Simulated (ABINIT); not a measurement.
# A GW chain in ABINIT: SiO2 (P3_221), part 3 of 3

Aim: the G0W0 gap of SiO2 (P3_221) on LDA, step by step.

ABINIT 10.8.3; LDA and many-body steps on it, plane waves. Known limits of the many-body steps: not at the basis limit; coarse k mesh.

So far. Step 4 (Empty states on the mesh, 3×3×2 mesh, 195 bands): On this mesh the gap is 5.794 eV. Step 5 (Screening, 3×3×2 mesh, 179 bands, screening to 106.1 eV): Local fields lower ε∞ by 8 %. On a Γ-centred mesh this coarse the value itself is usually too large, while a short band sum pulls it down.

**6. Self-energy, 3×3×2 mesh, 179 bands, screening to 106.1 eV**

The self-energy is evaluated for the states that the input lists, and the levels follow from it, in one-shot runs by the linearised quasiparticle equation.

This step: G0W0 on LDA, plane waves, norm-conserving pseudopotentials.

Contents of run.abi:

```
acell 3*1.0 Angstrom
rprim 
  4.916359999971 0.000000000007 0.000000000000
  -2.458179999991 4.257692654122 0.000000000000
  0.000000000000 0.000000000000 5.408400000000
ntypat 2
znucl 14 8
natom 9
typat 1 1 1 2 2 2 2 2 2
xred 
  0.469730000000 0.000000000000 0.666666666667
  0.000000000000 0.469730000000 0.333333333333
  0.530270000000 0.530270000000 -0.000000000000
  0.413540000000 0.267580000000 0.785580000000
  0.732420000000 0.145960000000 0.452246666667
  0.854040000000 0.586460000000 0.118913333333
  0.267580000000 0.413540000000 0.214420000000
  0.145960000000 0.732420000000 0.547753333333
  0.586460000000 0.854040000000 0.881086666667
pp_dirpath "pseudos"
pseudos "Si.upf, O.upf"
ecut 36
ngkpt 3 3 2
nshiftk 1
shiftk 0 0 0
kptopt 1
chksymbreak 0
istwfk *1
occopt 1
irdwfk 1
optdriver 4
nband 179
gwcalctyp 0
ecutsigx 36
symsigma 1
nkptgw 3
kptgw 
  0.3333333333 0.3333333333 0.0000000000
  0.0000000000 0.0000000000 0.0000000000
  0.0000000000 0.0000000000 0.5000000000
bdgw 
  22 26
  23 27
  22 26
ecuteps 3.9
irdscr 1
ppmodel 1
indata_prefix "in"
outdata_prefix "out"
tmpdata_prefix "tmp"
```

On the command line:

```sh
> OMP_NUM_THREADS=1 mpirun -n 4 abinit run.abi > log
```

Numbers of over 12 decimals in the logs are rounded to 6 here.

Output:

```text
.Version 10.8.3 of ABINIT. v10.8.2 released Aug 2026.

 Symmetries : space group P3_2 2 1 (#154); Bravais hP (primitive hexag.)
[... echo of the input left out ...]
== DATASET  1 ==================================================================
-   mpi_nproc: 4, omp_nthreads: 1 (-1 if OMP is not activated)

--- !DatasetInfo
iteration_state: {dtset: 1, }
dimensions: {natom: 9, nkpt: 6, mband: 179, nsppol: 1, nspinor: 1, nspden: 1, mpw: 7935, }
cutoff_energies: {ecut:  36.0, pawecutdg:  -1.0, }
electrons: {nelect:   4.80000000E+01, charge:   0.00000000E+00, occopt:   1.00000000E+00, tsmear:   1.00000000E-02, }

 SIGMA: Calculation of the GW corrections

 Based on a program developped by R.W. Godby, V. Olevano, G. Onida, and L. Reining.
 Incorporated in ABINIT by V. Olevano, G.-M. Rignanese, and M. Torrent.
.Using double precision arithmetic ; gwpc =  8

[... cell and pseudopotentials left out ...]
--------------------------------------------------------------------------------

 ==== K-mesh for the wavefunctions ====
 Number of points in the irreducible wedge :     6
[... list of points left out ...]
 Together with  6 symmetry operations and time-reversal symmetry
 yields    18 points in the full Brillouin Zone.

 ==== Q-mesh for screening function ====
 Number of points in the irreducible wedge :     6
[... list of points left out ...]
 Together with  6 symmetry operations and time-reversal symmetry
 yields    18 points in the full Brillouin Zone.

 vcoul_init : cutoff-mode = AUXILIARY_FUNCTION
 q-points for optical limit:   1
     1)      0.000010    0.000020    0.000030
 setmesh: FFT mesh size selected  =    45x   45x   60
          total number of points  =       121500

 Number of electrons calculated from density =   48.0000; Expected =   48.0000
 average of density, n =  0.062829
 r_s =    1.5605
 omega_plasma =   24.1788 [eV]

 === KS Band Gaps ===
  >>>> For spin  1
   Minimum direct gap =   6.1205 [eV], located at k-point      :   0.0000  0.0000  0.0000
   Fundamental gap    =   5.7943 [eV], Top of valence bands at :   0.3333  0.3333  0.0000
                                       Bottom of conduction at :   0.0000  0.0000  0.0000
 SIGMA fundamental parameters:
 PLASMON POLE MODEL  1
 number of plane-waves for SigmaX                 7935
 number of plane-waves for SigmaC and W            279
 number of plane-waves for wavefunctions          7935
 number of bands                                   179
 number of independent spin polarizations            1
 number of spinorial components                      1
 number of k-points in IBZ                           6
 number of q-points in IBZ                           6
 number of symmetry operations                       6
 number of k-points in BZ                           18
 number of q-points in BZ                           18
 number of frequencies for dSigma/dE                 9
 frequency step for dSigma/dE [eV]                0.25
 number of omega for Sigma on real axis              0
 max omega for Sigma on real axis  [eV]           0.00
 zcut for avoiding poles [eV]                     0.10

 EPSILON^-1 parameters (SCR file):
 dimension of the eps^-1 matrix on file            279
 dimension of the eps^-1 matrix used               279
 number of plane-waves for wavefunctions          7935
 number of bands                                   179
 number of q-points in IBZ                           6
 number of frequencies                               2
 number of real frequencies                          1
 number of imag frequencies                          1

 matrix elements of self-energy operator (all in [eV])

 Perturbative Calculation

--- !SelfEnergy_ee
iteration_state: {dtset: 1, }
kpoint     : [   0.333,    0.333,    0.000, ]
spin       : 1
KS_gap     :    8.686
QP_gap     :   12.014
Delta_QP_KS:    3.329
data: !SigmaeeData |
     Band     E0 <VxcDFT>   SigX SigC(E0)      Z dSigC/dE  Sig(E)    E-E0       E
       22  -0.319 -19.497 -25.455   4.134   0.816  -0.225 -20.985  -1.489  -1.808
       23  -0.319 -19.497 -25.455   4.134   0.816  -0.225 -20.985  -1.489  -1.808
       24   0.118 -19.838 -25.696   4.116   0.817  -0.224 -21.262  -1.423  -1.306
       25   8.803 -12.579  -7.117  -3.244   0.859  -0.164 -10.674   1.905  10.709
       26   8.803 -12.579  -7.117  -3.244   0.859  -0.164 -10.674   1.905  10.709

--- !SelfEnergy_ee
iteration_state: {dtset: 1, }
kpoint     : [   0.000,    0.000,    0.000, ]
spin       : 1
KS_gap     :    6.121
QP_gap     :    9.105
Delta_QP_KS:    2.984
data: !SigmaeeData |
     Band     E0 <VxcDFT>   SigX SigC(E0)      Z dSigC/dE  Sig(E)    E-E0       E
       23  -0.209 -19.275 -25.141   4.056   0.817  -0.223 -20.755  -1.480  -1.688
       24  -0.209 -19.275 -25.141   4.056   0.817  -0.223 -20.755  -1.480  -1.688
       25   5.912 -11.322  -6.486  -3.107   0.870  -0.150  -9.818   1.504   7.416
       26   9.153 -10.840  -5.313  -3.410   0.864  -0.158  -9.010   1.829  10.983
       27   9.153 -10.840  -5.313  -3.410   0.864  -0.158  -9.010   1.829  10.983

--- !SelfEnergy_ee
iteration_state: {dtset: 1, }
kpoint     : [   0.000,    0.000,    0.500, ]
spin       : 1
KS_gap     :    7.809
QP_gap     :   11.035
Delta_QP_KS:    3.226
data: !SigmaeeData |
     Band     E0 <VxcDFT>   SigX SigC(E0)      Z dSigC/dE  Sig(E)    E-E0       E
       22  -0.095 -19.646 -25.575   4.130   0.817  -0.224 -21.115  -1.470  -1.564
       23  -0.095 -19.646 -25.575   4.130   0.817  -0.224 -21.115  -1.470  -1.564
       24   0.031 -19.703 -25.601   4.121   0.817  -0.224 -21.155  -1.452  -1.421
       25   7.840 -12.575  -7.446  -3.070   0.861  -0.161 -10.801   1.774   9.614
       26   7.840 -12.575  -7.446  -3.070   0.861  -0.161 -10.801   1.774   9.614

== END DATASET(S) ==============================================================
================================================================================

 -outvars: echo values of variables after computation  --------
           etotal      0.0000000000E+00
            nband         179
             nkpt           6
          spgroup         154
 [... the other variables as echoed above ...]

 Calculation completed.
```

It took 23 s on 4 MPI ranks of Arm Neoverse V1, shared host; peak memory 1.6 GiB.

Numbers from this step:

* G0W0 gap on the points computed: 8.722 eV
* starting gap on the mesh: 5.794 eV
* k of the valence top: 0.3333, 0.3333, 0
* k of the conduction bottom: 0, 0, 0
* Z at the valence top: 0.817
* Z at the conduction bottom: 0.87
* least direct G0W0 gap on the computed points: 9.104 eV

The gap on the mesh goes from 5.79 eV to 8.72 eV, a correction of +2.93 eV.

Limits: finite bands, cutoff and mesh; coarse k mesh. v1 is the top filled band, c1 the lowest empty one. The levels before and after the correction (eV, zero at the valence-band top of each column):

```csv
,conduction bottom,valence top
Kohn-Sham,5.79,0.00
G0W0,8.72,0.00
```

```csv
,level,energy (eV)
Kohn-Sham,(0.333 0.333 0) v3-v2,-0.437
Kohn-Sham,(0.333 0.333 0) v1,0.000
Kohn-Sham,(0.333 0.333 0) c1-c2,8.686
Kohn-Sham,Γ v2-v1,-0.326
Kohn-Sham,Γ c1,5.794
Kohn-Sham,Γ c2-c3,9.036
G0W0,(0.333 0.333 0) v3-v2,-0.502
G0W0,(0.333 0.333 0) v1,0.000
G0W0,(0.333 0.333 0) c1-c2,12.015
G0W0,Γ v2-v1,-0.382
G0W0,Γ c1,8.722
G0W0,Γ c2-c3,12.289
```

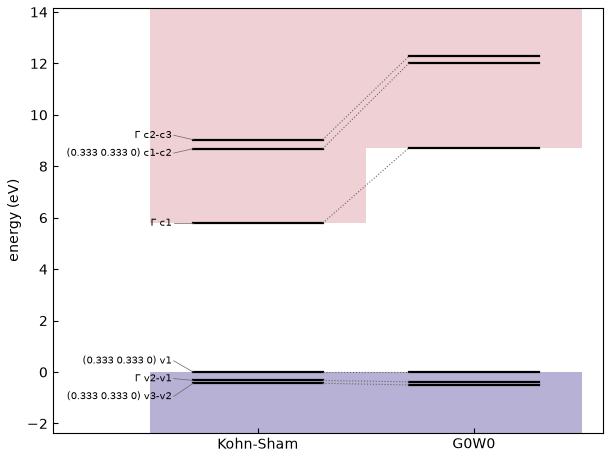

Levels before and after the correction. Shaded: valence and conduction bands.

**7. Where the time went**

Times are wall times on 4 MPI ranks of Arm Neoverse V1, shared host, good to a factor of about two.

```csv
step,time,share,memory (GiB)
ground state,86 s,19 %,0.48
bands along the symmetry lines,62 s,14 %,0.47
empty states on the mesh,2.6 min,36 %,0.49
screening,1.9 min,26 %,2.0
self-energy,23 s,5 %,1.6
```

**8. What came out**

```json
{
  "LDA gap": "5.79 eV, indirect",
  "G0W0 gap on the mesh": "8.72 eV",
  "GW settings": "3×3×2 mesh, 179 bands, screening to 106.1 eV, Godby-Needs plasmon pole",
  "known limits": "not at the basis limit; coarse k mesh"
}
```

In words: G0W0 moves the gap on the mesh from 5.79 eV to 8.72 eV (+2.93 eV), with Z of 0.82 and 0.87 at the edges. Local fields lower the RPA ε∞ on this mesh from 2.60 to 2.40; a Γ-centred mesh this coarse tends to raise both, most where the direct gap is narrow, while a short band sum lowers them. Only 3 of the mesh's irreducible points were corrected, so a valley elsewhere could overtake. Bands and cutoff are finite, so the gap is not at the basis limit. The miss can reach some tenths of an eV and take either sign; the mesh is an error of its own. In the G0W0 run levels were corrected at 3 k points alone, so a gap called «on the mesh» is the least over those, and an edge elsewhere would be missed. The 3×3×2 mesh is coarse for this cell, which bears on the long-range parts of exchange and screening.

[Paths, hosts, dates, memory and timing lines, banners, echoed tables and standing remarks are left out of the program output.]

[Logs are printed without paths, hosts, clocks, repeated set-up lines and the standing remarks that a program may print on its own settings, such as how far it seeks lower states.]

[Runs of the session that timed out or met a known fault of the program may be left out.]

[Hosts, paths, dates, database ids (printed as entryN), source tags and the programs' standing remarks are cut or masked in the printed files.]

[G0W0 gaps are taken among the corrected bands and points alone; a level outside them can change the order at an edge.]

[Where Ansatz stands beside ABINIT at settings called matched, ABINIT's density can come from a denser mesh and the files from another edition; pairs whose starting gaps differed by over 0.03 eV were left out, so agreement reads better than it is.]
